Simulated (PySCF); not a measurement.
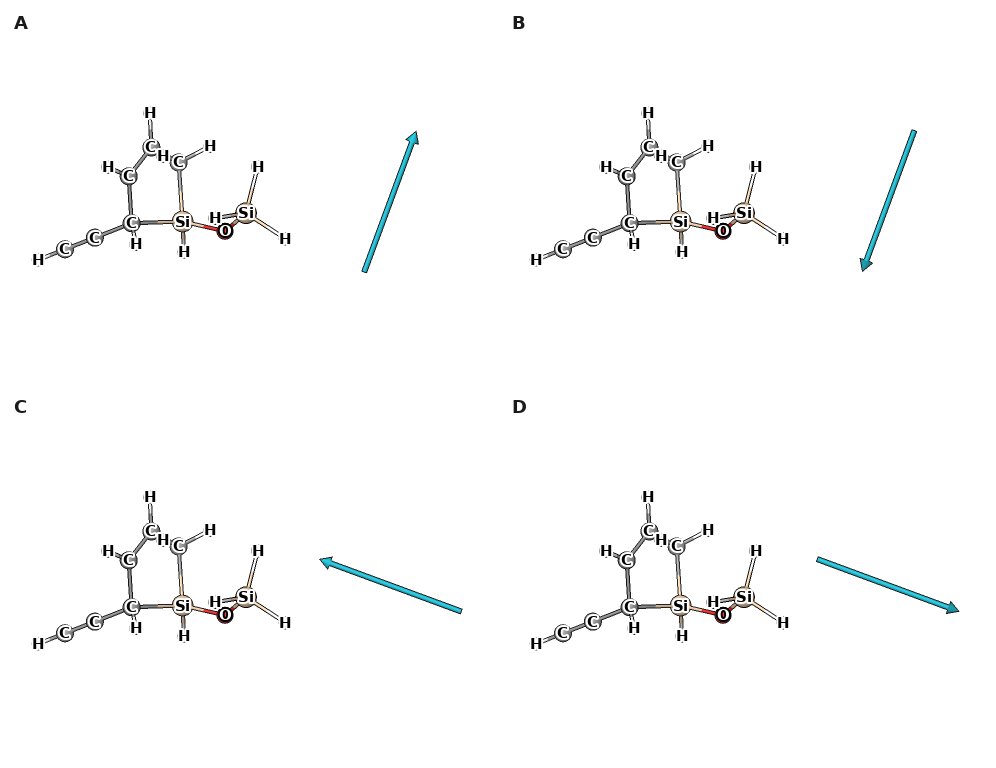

The same molecule four times, each with an arrow. Computed geometry: PBE0-D3(BJ)/def2-SVP optimisation. No frequency run is at hand to confirm it as a minimum. Properties computed with PBE0/pcSseg-1 in dimethylsulfoxide (IEF-PCM) (PySCF 2.14.0).

**Which arrow points along the dipole moment, from the negative to the positive end?**

A. The dipole moment is 1.58 D.
